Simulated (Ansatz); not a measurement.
# CH₁₀Si₂ (built from SMILES C[SiH3].[SiH4]): search for a transition state

Is there a first-order saddle for this four-centre ligand exchange, which should form Si1–Si7, H2–H6 and break Si1–H2, H6–Si7, and which two structures does it connect?

The runs use Ansatz 0.2.0, Gaussian basis; PBE0-D4, def2-SVP first, then def2-TZVP.

152 further runs of the same task are left out: 152 set aside as unsound or not needed. Runs told in other sessions of the task aren't counted.

## Step 1: Where the work starts

The guess: 13 atoms, charge 0, spin multiplicity 1.

Atoms are counted from 1 here; the program's logs count them from 0.

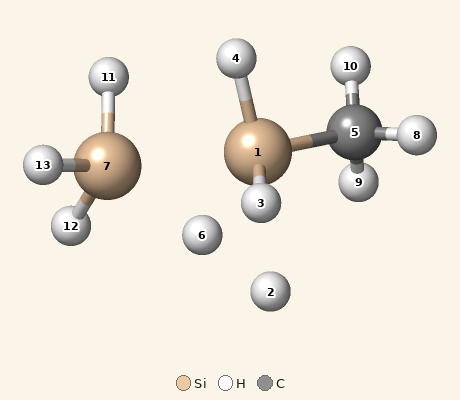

Start geometry, drawn with silicon light orange, hydrogen white, carbon grey; atoms are numbered from 1 in the order of the file.

Geometry (Å):

```mol
CH10Si2
  3D, bonds by distance, orders not assigned

 13  9  0  0  0  0  0  0  0  0999 V2000
   -0.8270    0.0375    0.4220 Si  0  0
    0.0224   -1.9892    0.4164 H   0  0
   -1.9874   -0.8228    0.4943 H   0  0
   -1.4099    1.4064    0.2324 H   0  0
    0.4266    0.3297    1.8002 C   0  0
    0.1299   -1.0642   -0.5510 H   0  0
    0.3088    0.0846   -1.9103 Si  0  0
   -0.0595    0.1792    2.7578 H   0  0
    1.2710   -0.3469    1.7564 H   0  0
    0.7992    1.3494    1.7844 H   0  0
    0.8203    1.4494   -1.8336 H   0  0
    1.3601   -0.6855   -2.5791 H   0  0
   -0.8545    0.0725   -2.7899 H   0  0
  1  3  8  0
  1  4  8  0
  1  5  8  0
  5  8  8  0
  5  9  8  0
  5 10  8  0
  7 11  8  0
  7 12  8  0
  7 13  8  0
M  END
```

Distances that are to change: Si1–Si7 2.59 Å, H2–H6 1.34 Å, Si1–H2 2.20 Å, H6–Si7 1.79 Å.

## Step 2: Constrained relaxation of the guess

hold/in.yaml

```yaml
crystal:
  periodic: [false, false, false]
  atoms:
    - {symbol: Si, position_ang: [-0.827000, 0.037500, 0.422000]}
    - {symbol: H, position_ang: [0.022400, -1.989200, 0.416400]}
    - {symbol: H, position_ang: [-1.987400, -0.822800, 0.494300]}
    - {symbol: H, position_ang: [-1.409900, 1.406400, 0.232400]}
    - {symbol: C, position_ang: [0.426600, 0.329700, 1.800200]}
    - {symbol: H, position_ang: [0.129900, -1.064200, -0.551000]}
    - {symbol: Si, position_ang: [0.308800, 0.084600, -1.910300]}
    - {symbol: H, position_ang: [-0.059500, 0.179200, 2.757800]}
    - {symbol: H, position_ang: [1.271000, -0.346900, 1.756400]}
    - {symbol: H, position_ang: [0.799200, 1.349400, 1.784400]}
    - {symbol: H, position_ang: [0.820300, 1.449400, -1.833600]}
    - {symbol: H, position_ang: [1.360100, -0.685500, -2.579100]}
    - {symbol: H, position_ang: [-0.854500, 0.072500, -2.789900]}
basis:
  gaussian: {orbitals: def2-SVP}
hamiltonian: {xc: pbe0, dispersion: d4}
relax: {f_tol: 0.04, max_steps: 150, escape_saddle: false, constraints: [{distance: [0, 6]}, {distance: [1, 5]}, {distance: [0, 1]}, {distance: [5, 6]}]}
```

The run is started by

```
$ ansatz run in.yaml --threads 4 --pin off --events-out ev --progress --plain --max-ram 9574MiB
```

What it wrote, cut to the lines that bear on the results:

```text
Functional definition: PBE0
  name "PBE0"
  cite "Adamo & Barone, J. Chem. Phys. 110, 6158 (1999) doi:10.1063/1.478522"
  cite "Perdew, Burke & Ernzerhof, Phys. Rev. Lett. 77, 3865 (1996) doi:10.1103/PhysRevLett.77.3865"
  parent pbe
[...]
1059 factors; integrals over basis functions are off by at most 5.5e-4 eV
[...]
mean field -16937.13680532 eV, -622.4282971918 hartree, gradient 8.4e-5 eV, S^2 0.000000; 0 other end points of the search recorded, 0 dependent functions left out
[...]
reference -16937.13683625 eV, -622.4282983286 hartree; 22, 22 occupied and 78, 78 virtual orbitals, 1059 factors
relax step   1: F+E_penalty+E_count = -16937.36482943 eV  Δ(F+E_penalty+E_count) = +0.000e0 eV  max|allowed force component| = 9.361e-1 eV/Å  Δτ_max = 0.0000 Å  (22 SCF iters, accepted)
[...]
relax step   6: F+E_penalty+E_count = -16937.57932389 eV  Δ(F+E_penalty+E_count) = -4.405e-3 eV  max|allowed force component| = 4.757e-2 eV/Å  Δτ_max = 0.0578 Å  (23 SCF iters, accepted)
[...]
relax step  11: F+E_penalty+E_count = -16937.59291353 eV  Δ(F+E_penalty+E_count) = +2.385e-3 eV  max|allowed force component| = 3.073e-1 eV/Å  Δτ_max = 0.1936 Å  (25 SCF iters, rejected (line search))
[...]
relax step  16: F+E_penalty+E_count = -16937.61063662 eV  Δ(F+E_penalty+E_count) = -4.372e-3 eV  max|allowed force component| = 4.336e-2 eV/Å  Δτ_max = 0.0748 Å  (23 SCF iters, accepted)
[...]
mean field -16937.38517386 eV, -622.4374245675 hartree, gradient 1.9e-5 eV, S^2 0.000000; 1 other end points of the search recorded, 0 dependent functions left out
[...]
reference -16937.38520479 eV, -622.4374257039 hartree; 22, 22 occupied and 78, 78 virtual orbitals, 1059 factors
Total energy: -16937.61380699 eV, -622.4458266797 hartree
Atom 0 at    -0.781767     0.253714     0.436666 Å, force     0.261331     0.460422    -0.878473 eV/Å
Atom 1 at    -0.236660    -1.874224     0.375301 Å, force     0.592961     1.254139    -1.988683 eV/Å
Atom 2 at    -2.039745    -0.534720     0.363330 Å, force     0.000233     0.000718    -0.000075 eV/Å
Atom 3 at    -1.226118     1.711383     0.470129 Å, force     0.003331     0.001529     0.000318 eV/Å
Atom 4 at     0.500774     0.160341     1.800878 Å, force    -0.004768    -0.006719     0.001095 eV/Å
Atom 5 at    -0.005398    -0.999028    -0.616462 Å, force    -0.565674    -2.203087     2.503987 eV/Å
Atom 6 at     0.253408     0.174701    -1.941159 Å, force    -0.276810     0.494279     0.341070 eV/Å
Atom 7 at    -0.019530    -0.051563     2.749483 Å, force     0.004193     0.002691    -0.004039 eV/Å
Atom 8 at     1.243071    -0.634490     1.642648 Å, force    -0.003644     0.003771    -0.001356 eV/Å
Atom 9 at     0.994976     1.138841     1.900441 Å, force    -0.001543    -0.006039    -0.001616 eV/Å
Atom 10 at     0.130089     1.594278    -2.411980 Å, force     0.001278    -0.025668     0.008176 eV/Å
Atom 11 at     1.697551    -0.210792    -1.915992 Å, force    -0.026527     0.007413     0.001370 eV/Å
Atom 12 at    -0.510651    -0.728342    -2.853283 Å, force     0.015639     0.016553     0.018224 eV/Å
Dipole moment:     0.113602     0.123700     0.029304 e Å
```

It took 62 s on 4 threads of Intel Xeon at 2.50GHz, shared host.

Step by step: (the energy doesn't fall at every step)

| step | energy from step 1 (eV) | largest force component (eV/Å) |
| --- | --- | --- |
| 1 | 0.0000 | 0.9361 |
| 2 | -0.1812 | 0.2860 |
| 3 | -0.2006 | 0.1474 |
| 4 | -0.1995 | 0.2978 |
| 5 | -0.2101 | 0.1553 |
| 6 | -0.2145 | 0.0476 |
| 7 | -0.2174 | 0.0336 |
| 8 | -0.2191 | 0.1990 |
| 9 | -0.2237 | 0.0964 |
| 10 | -0.2305 | 0.0929 |
| 11 | -0.2281 | 0.3073 |
| 12 | -0.2375 | 0.0278 |
| 13 | -0.2414 | 0.0745 |
| 14 | -0.2395 | 0.2683 |
| 15 | -0.2414 | 0.0951 |
| 16 | -0.2458 | 0.0434 |
| 17 | -0.2457 | 0.0859 |
| 18 | -0.2473 | 0.0278 |
| 19 | -0.2480 | 0.0548 |
| 20 | -0.2484 | 0.0514 |
| 21 | -0.2489 | 0.0265 |

Close pairs (by a distance rule), those that changed most:

| bond | before (Å) | after (Å) | change (Å) |
| --- | --- | --- | --- |
| Si7–H11 | 1.460 | 1.501 | +0.041 |
| Si1–H3 | 1.446 | 1.486 | +0.040 |
| Si7–H13 | 1.458 | 1.494 | +0.035 |
| Si7–H12 | 1.465 | 1.495 | +0.030 |
| Si1–H4 | 1.500 | 1.524 | +0.024 |
| C5–H8 | 1.084 | 1.102 | +0.018 |
| C5–H9 | 1.083 | 1.099 | +0.016 |
| C5–H10 | 1.086 | 1.101 | +0.015 |

## Step 3: A starting Hessian

hessian/in.yaml

```yaml
crystal:
  periodic: [false, false, false]
  atoms:
    - {symbol: Si, position_ang: [-0.781767, 0.253714, 0.436666]}
    - {symbol: H, position_ang: [-0.236660, -1.874224, 0.375301]}
    - {symbol: H, position_ang: [-2.039745, -0.534720, 0.363330]}
    - {symbol: H, position_ang: [-1.226118, 1.711383, 0.470129]}
    - {symbol: C, position_ang: [0.500774, 0.160341, 1.800878]}
    - {symbol: H, position_ang: [-0.005398, -0.999028, -0.616462]}
    - {symbol: Si, position_ang: [0.253408, 0.174701, -1.941159]}
    - {symbol: H, position_ang: [-0.019530, -0.051563, 2.749483]}
    - {symbol: H, position_ang: [1.243071, -0.634490, 1.642648]}
    - {symbol: H, position_ang: [0.994976, 1.138841, 1.900441]}
    - {symbol: H, position_ang: [0.130089, 1.594278, -2.411980]}
    - {symbol: H, position_ang: [1.697551, -0.210792, -1.915992]}
    - {symbol: H, position_ang: [-0.510651, -0.728342, -2.853283]}
basis:
  gaussian: {orbitals: def2-SVP}
hamiltonian: {xc: pbe0, dispersion: d4}
phonons: {}
scf: {lower_state_search: off}
```

The run is started by

```
$ ansatz run in.yaml --threads 4 --pin off --events-out ev --progress --plain --max-ram 9574MiB
```

What it wrote, cut to the lines that bear on the results:

```text
[... 5 set-up lines as earlier in the session ...]
[...]
1068 factors; integrals over basis functions are off by at most 3.4e-4 eV
[...]
mean field -16937.38514047 eV, -622.4374233402 hartree, gradient 6.9e-6 eV, S^2 0.000000; 0 other end points of the search recorded, 0 dependent functions left out
[...]
reference -16937.38517102 eV, -622.4374244631 hartree; 22, 22 occupied and 78, 78 virtual orbitals, 1068 factors
[... from here to the last solve, the lines of the solves are left out (77 solves) ...]
1068 factors; integrals over basis functions are off by at most 3.4e-4 eV
mean field -16937.38508324 eV, -622.4374212372 hartree, gradient 8.9e-6 eV, S^2 0.000000; 0 other end points of the search recorded, 0 dependent functions left out
[...]
WARN: phonons: modes at or below zero, which the zero-point energy, F, S and C_V leave out: 1, the lowest at -1225.33 cm⁻¹. A minimum has none, and a first-order saddle one
[...]
Atom 6 at     0.253408     0.174701    -1.941159 Å, force    -0.276840     0.494380     0.341074 eV/Å
Atom 7 at    -0.019530    -0.051563     2.749483 Å, force     0.004194     0.002722    -0.004039 eV/Å
Atom 8 at     1.243071    -0.634490     1.642648 Å, force    -0.003507     0.003709    -0.001334 eV/Å
Atom 9 at     0.994976     1.138841     1.900441 Å, force    -0.001507    -0.006034    -0.001637 eV/Å
Atom 10 at     0.130089     1.594278    -2.411980 Å, force     0.001284    -0.025670     0.008177 eV/Å
Atom 11 at     1.697551    -0.210792    -1.915992 Å, force    -0.026551     0.007411     0.001363 eV/Å
Atom 12 at    -0.510651    -0.728342    -2.853283 Å, force     0.015637     0.016556     0.018199 eV/Å
Dipole moment:     0.113605     0.123699     0.029308 e Å
Vibrations: -1225.33 98.06 109.37 118.10 278.72 343.48 473.59 521.46 545.91 619.60 698.78 707.64 783.16 821.57 851.23 890.05 916.75 924.02 926.09 1020.32 1217.83 1257.18 1417.37 1426.10 1503.24 2071.19 2192.80 2230.40 2244.19 2261.36 3057.52 3158.49 3186.85 cm⁻¹, zero-point energy 2.409783 eV
Checks for a lower state left out: stability, starts, cluster_reference, orbital_swaps, neighbouring_geometries, increment
```

It took 3 min on 4 threads of Intel Xeon at 2.50GHz, shared host.

The structure is not stationary yet, so these wavenumbers are no spectrum; the search needs only the force constants.

## Step 4: Saddle search in the small basis

The search itself is an outer loop (partitioned rational-function steps, Bofill update of the Hessian). Each step is one single-point run with forces. It stops when the largest force is under 0.04 eV/Å and the followed curvature is negative. The first step's input:

presaddle/in.yaml

```yaml
crystal:
  periodic: [false, false, false]
  atoms:
    - {symbol: Si, position_ang: [-0.781767, 0.253714, 0.436666]}
    - {symbol: H, position_ang: [-0.236660, -1.874224, 0.375301]}
    - {symbol: H, position_ang: [-2.039745, -0.534720, 0.363330]}
    - {symbol: H, position_ang: [-1.226118, 1.711383, 0.470129]}
    - {symbol: C, position_ang: [0.500774, 0.160341, 1.800878]}
    - {symbol: H, position_ang: [-0.005398, -0.999028, -0.616462]}
    - {symbol: Si, position_ang: [0.253408, 0.174701, -1.941159]}
    - {symbol: H, position_ang: [-0.019530, -0.051563, 2.749483]}
    - {symbol: H, position_ang: [1.243071, -0.634490, 1.642648]}
    - {symbol: H, position_ang: [0.994976, 1.138841, 1.900441]}
    - {symbol: H, position_ang: [0.130089, 1.594278, -2.411980]}
    - {symbol: H, position_ang: [1.697551, -0.210792, -1.915992]}
    - {symbol: H, position_ang: [-0.510651, -0.728342, -2.853283]}
basis:
  gaussian: {orbitals: def2-SVP}
hamiltonian: {xc: pbe0, dispersion: d4}
output: {forces: true}
scf: {lower_state_search: off}
```

The run is started by

```
$ ansatz run in.yaml --threads 4 --pin off --events-out ev --progress --plain --max-ram 9574MiB
```

The driver's record:

| step | energy (eV) | largest force (eV/Å) | followed curvature (eV/Å²) |
| --- | --- | --- | --- |
| 1 | -16937.61378 | 2.5042 | -7.60 |
| 2 | -16937.34970 | 1.4725 | -8.84 |
| 3 | -16937.49552 | 0.9444 | -10.60 |
| 4 | -16937.42340 | 0.9159 | -10.47 |
| 5 | -16937.58021 | 0.4331 | -10.18 |
| 6 | -16937.57897 | 0.6537 | -10.52 |
| 7 | -16937.60831 | 0.1937 | -10.54 |
| 8 | -16937.57174 | 0.7297 | -10.55 |
| 9 | -16937.62240 | 0.2410 | -10.72 |
| 10 | -16937.62179 | 0.3169 | -10.71 |
| 11 | -16937.63581 | 0.2640 | -10.71 |
| 14 | -16937.66851 | 0.2556 | -10.93 |
| 17 | -16937.70038 | 0.2439 | -11.53 |
| 20 | -16937.72669 | 0.3751 | -11.57 |
| 23 | -16937.74292 | 0.5058 | -11.61 |
| 26 | -16937.75842 | 0.2325 | -11.66 |
| 29 | -16937.77012 | 0.0583 | -11.69 |
| 32 | -16937.78147 | 0.1434 | -11.69 |
| 34 | -16937.78361 | 0.1022 | -11.72 |
| 35 | -16937.78462 | 0.1134 | -11.59 |
| 36 | -16937.78516 | 0.1016 | -11.59 |
| 37 | -16937.78602 | 0.0596 | -11.72 |
| 38 | -16937.78603 | 0.0846 | -11.70 |
| 39 | -16937.78678 | 0.0498 | -11.81 |
| 40 | -16937.78740 | 0.0677 | -11.72 |
| 41 | -16937.78739 | 0.0300 | -11.41 |

The 41 steps took 2 min in all (4 threads of Intel Xeon at 2.50GHz, shared host).

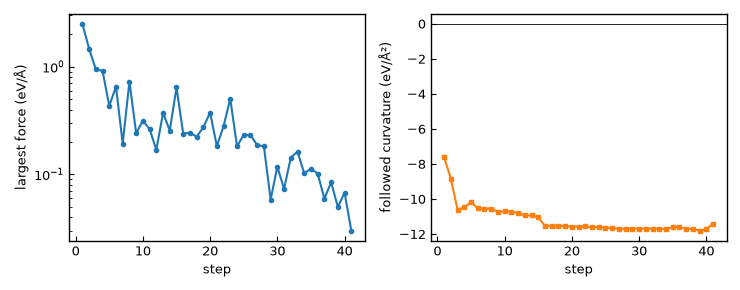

Largest force and followed curvature during the search.

## Step 5: Saddle search in triple zeta

The search itself is an outer loop (partitioned rational-function steps, Bofill update of the Hessian). Each step is one single-point run with forces. It stops when the largest force is under 0.018 eV/Å and the followed curvature is negative. The first step's input:

saddle/in.yaml

```yaml
crystal:
  periodic: [false, false, false]
  atoms:
    - {symbol: Si, position_ang: [-0.588657, -0.069615, 0.422388]}
    - {symbol: H, position_ang: [0.204660, -1.618592, 0.450143]}
    - {symbol: H, position_ang: [-1.896728, -0.783117, 0.336536]}
    - {symbol: H, position_ang: [-0.893473, 1.341596, -0.107319]}
    - {symbol: C, position_ang: [0.267962, 0.320574, 2.044266]}
    - {symbol: H, position_ang: [0.296574, -1.055905, -0.541885]}
    - {symbol: Si, position_ang: [0.247415, 0.019975, -2.083793]}
    - {symbol: H, position_ang: [0.133487, -0.484927, 2.780369]}
    - {symbol: H, position_ang: [1.347757, 0.436044, 1.859567]}
    - {symbol: H, position_ang: [-0.104775, 1.276405, 2.448057]}
    - {symbol: H, position_ang: [1.162122, 1.198171, -1.984441]}
    - {symbol: H, position_ang: [0.890366, -1.012549, -2.964829]}
    - {symbol: H, position_ang: [-1.066709, 0.432040, -2.659061]}
basis:
  gaussian: {orbitals: def2-TZVP}
hamiltonian: {xc: pbe0, dispersion: d4}
output: {forces: true}
scf: {lower_state_search: off}
```

The run is started by

```
$ ansatz run in.yaml --threads 4 --pin off --events-out ev --progress --plain --max-ram 9574MiB
```

Step by step:

| step | energy (eV) | largest force (eV/Å) | followed curvature (eV/Å²) |
| --- | --- | --- | --- |
| 1 | -16944.68316 | 0.2523 | -11.41 |
| 2 | -16944.69104 | 0.1722 | -11.37 |
| 3 | -16944.69055 | 0.2224 | -11.62 |
| 4 | -16944.69265 | 0.0427 | -11.66 |
| 5 | -16944.68696 | 0.2230 | -11.69 |
| 6 | -16944.69221 | 0.0688 | -11.54 |
| 7 | -16944.69250 | 0.0913 | -11.57 |
| 8 | -16944.69266 | 0.0690 | -11.55 |
| 9 | -16944.69300 | 0.0406 | -11.64 |
| 10 | -16944.69243 | 0.0773 | -11.66 |
| 11 | -16944.69289 | 0.0526 | -11.72 |
| 14 | -16944.69316 | 0.0917 | -11.60 |
| 17 | -16944.69334 | 0.0234 | -11.71 |
| 20 | -16944.69350 | 0.0496 | -11.77 |
| 23 | -16944.69387 | 0.0285 | -11.80 |
| 26 | -16944.69415 | 0.0293 | -11.84 |
| 29 | -16944.69469 | 0.0711 | -11.86 |
| 30 | -16944.69480 | 0.0311 | -11.86 |
| 31 | -16944.69481 | 0.0653 | -11.86 |
| 32 | -16944.69484 | 0.0272 | -11.86 |
| 33 | -16944.69487 | 0.0453 | -11.86 |
| 34 | -16944.69489 | 0.0194 | -11.86 |
| 35 | -16944.69492 | 0.0316 | -11.86 |
| 36 | -16944.69489 | 0.0220 | -11.86 |
| 37 | -16944.69495 | 0.0096 | -11.86 |

The 37 steps took 2.5 min in all (4 threads of Intel Xeon at 2.50GHz, shared host).

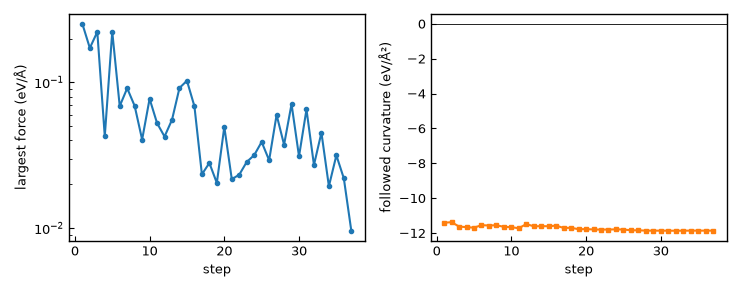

Largest force and followed curvature during the search.

Geometry at the end of the search:

```xyz
13

Si   -0.56196   -0.06331    0.41367
H     0.18919   -1.61662    0.44971
H    -1.87869   -0.73917    0.32288
H    -0.81750    1.35330   -0.10478
C     0.26103    0.31680    2.04452
H     0.29232   -1.06346   -0.53970
Si    0.24296    0.00955   -2.07915
H     0.23377   -0.53113    2.73037
H     1.30708    0.58768    1.87229
H    -0.23239    1.18421    2.49528
H     1.19258    1.15085   -2.00454
H     0.82772   -1.04768   -2.95949
H    -1.05611    0.45908   -2.64108
```

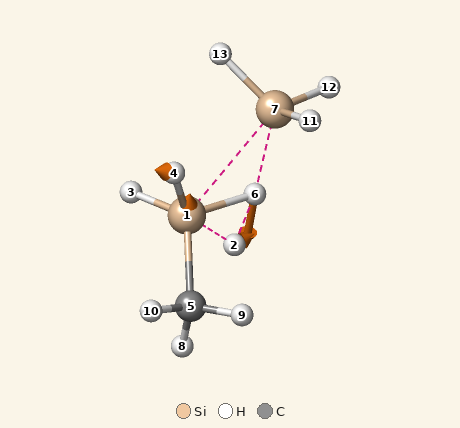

The point found; arrows show the followed mode. Pairs that react are joined by broken lines, hidden where the pair is close enough to be drawn as a bond.

## Step 6: Checking the order of the point

vib/in.yaml

```yaml
crystal:
  periodic: [false, false, false]
  atoms:
    - {symbol: Si, position_ang: [-0.561961, -0.063312, 0.413669]}
    - {symbol: H, position_ang: [0.189189, -1.616621, 0.449713]}
    - {symbol: H, position_ang: [-1.878691, -0.739165, 0.322879]}
    - {symbol: H, position_ang: [-0.817502, 1.353298, -0.104779]}
    - {symbol: C, position_ang: [0.261031, 0.316803, 2.044525]}
    - {symbol: H, position_ang: [0.292323, -1.063457, -0.539697]}
    - {symbol: Si, position_ang: [0.242959, 0.009550, -2.079149]}
    - {symbol: H, position_ang: [0.233767, -0.531131, 2.730371]}
    - {symbol: H, position_ang: [1.307084, 0.587675, 1.872291]}
    - {symbol: H, position_ang: [-0.232386, 1.184213, 2.495283]}
    - {symbol: H, position_ang: [1.192578, 1.150847, -2.004544]}
    - {symbol: H, position_ang: [0.827717, -1.047679, -2.959486]}
    - {symbol: H, position_ang: [-1.056108, 0.459079, -2.641076]}
basis:
  gaussian: {orbitals: def2-TZVP}
hamiltonian: {xc: pbe0, dispersion: d4}
phonons: {temperatures: {t_min: 298.15, t_max: 900, t_step: 200}}
```

The run is started by

```
$ ansatz run in.yaml --threads 4 --pin off --events-out ev --progress --plain --max-ram 9574MiB
```

What it wrote, cut to the lines that bear on the results:

```text
[... 5 set-up lines as earlier in the session ...]
[...]
1156 factors; their error is unknown
[...]
mean field -16944.48509161 eV, -622.6983417320 hartree, gradient 5.2e-5 eV, S^2 0.000000; 0 other end points of the search recorded, 0 dependent functions left out
[...]
reference -16944.48512813 eV, -622.6983430741 hartree; 22, 22 occupied and 143, 143 virtual orbitals, 1156 factors
[... from here to the last solve, the lines of the solves are left out (77 solves) ...]
1156 factors; their error is unknown
[...]
mean field -16944.48509739 eV, -622.6983419446 hartree, gradient 1.7e-6 eV, S^2 0.000000; 0 other end points of the search recorded, 0 dependent functions left out
[...]
WARN: phonons: modes at or below zero, which the zero-point energy, F, S and C_V leave out: 1, the lowest at -1500.14 cm⁻¹. A minimum has none, and a first-order saddle one
[...]
Atom 5 at     0.292323    -1.063457    -0.539697 Å, force    -0.000867    -0.000466     0.001882 eV/Å
Atom 6 at     0.242959     0.009550    -2.079149 Å, force     0.001549    -0.000255     0.001673 eV/Å
Atom 7 at     0.233767    -0.531131     2.730371 Å, force    -0.001941     0.004356    -0.003199 eV/Å
Atom 8 at     1.307084     0.587675     1.872291 Å, force    -0.004991     0.000077     0.001914 eV/Å
Atom 9 at    -0.232386     1.184213     2.495283 Å, force     0.004159    -0.002604    -0.003941 eV/Å
Atom 10 at     1.192578     1.150847    -2.004544 Å, force    -0.000871     0.001701     0.001771 eV/Å
Atom 11 at     0.827717    -1.047679    -2.959486 Å, force     0.001672    -0.000421    -0.000227 eV/Å
Atom 12 at    -1.056108     0.459079    -2.641076 Å, force     0.000842     0.001266    -0.002922 eV/Å
Dipole moment:     0.090710    -0.012534     0.140316 e Å
Vibrations: -1500.14 69.73 144.89 191.09 242.15 356.43 407.89 455.22 542.31 682.02 726.59 793.84 824.33 875.46 918.65 931.81 986.36 989.56 1058.86 1122.65 1261.67 1432.48 1441.24 1479.21 1884.60 1954.61 2178.89 2223.70 2236.85 2242.37 3038.14 3119.95 3149.85 cm⁻¹, zero-point energy 2.477416 eV
```

Wall time 4.3 min (4 threads of Intel Xeon at 2.50GHz, shared host).

Wavenumbers and character of the modes:

| mode | wavenumber (cm⁻¹) | character |
| --- | --- | --- |
| 1 | 1500i | changes H2–H6, H6–Si7 |
| 2 | 70 | bend |
| 3 | 145 | torsion |
| 4 | 191 | not assigned (largely outside the bonds, angles and torsions drawn) |
| 5 | 242 | not assigned (largely outside the bonds, angles and torsions drawn) |
| 6 | 356 | not assigned (largely outside the bonds, angles and torsions drawn) |
| 7 | 408 | not assigned (largely outside the bonds, angles and torsions drawn) |
| 8 | 455 | not assigned (largely outside the bonds, angles and torsions drawn) |
| 9 | 542 | bend |
| 10 | 682 | Si–C stretch |
| 11 | 727 | bend |
| 12 | 794 | bend |
| 13 | 824 | bend |
| 14 | 875 | bend with wag or twist |
| 15 | 919 | bend |
| 16 | 932 | bend |
| 17 | 986 | bend |
| 18 | 990 | wag or twist with bend |
| 19 | 1059 | not assigned (largely outside the bonds, angles and torsions drawn) |
| 20 | 1123 | not assigned (largely outside the bonds, angles and torsions drawn) |
| 21 | 1262 | bend |
| 22 | 1432 | bend |
| 23 | 1441 | bend |
| 24 | 1479 | not assigned (largely outside the bonds, angles and torsions drawn) |
| 25 | 1885 | Si–H stretch |
| 26 | 1955 | Si–H stretch |
| 27 | 2179 | Si–H stretch |
| 28 | 2224 | Si–H stretch |
| 29 | 2237 | Si–H stretch |
| 30 | 2242 | Si–H stretch |
| 31 | 3038 | C–H stretch |
| 32 | 3120 | C–H stretch |
| 33 | 3150 | C–H stretch |

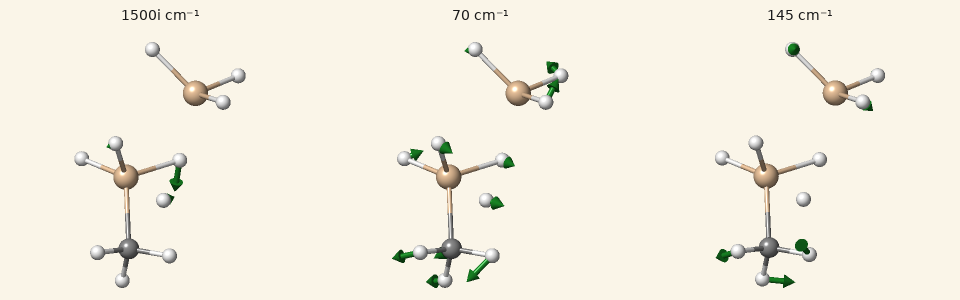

Displacements of 3 modes, as arrows.

Vibrational sums (real modes only):

| T (K) | entropy (J/mol/K) | heat capacity (J/mol/K) |
| --- | --- | --- |
| 298 | 67.5 | 80.6 |
| 498 | 121.1 | 129.7 |
| 698 | 170.7 | 164.5 |
| 898 | 215.3 | 189.1 |

(Part 1 of 2 ends here.)
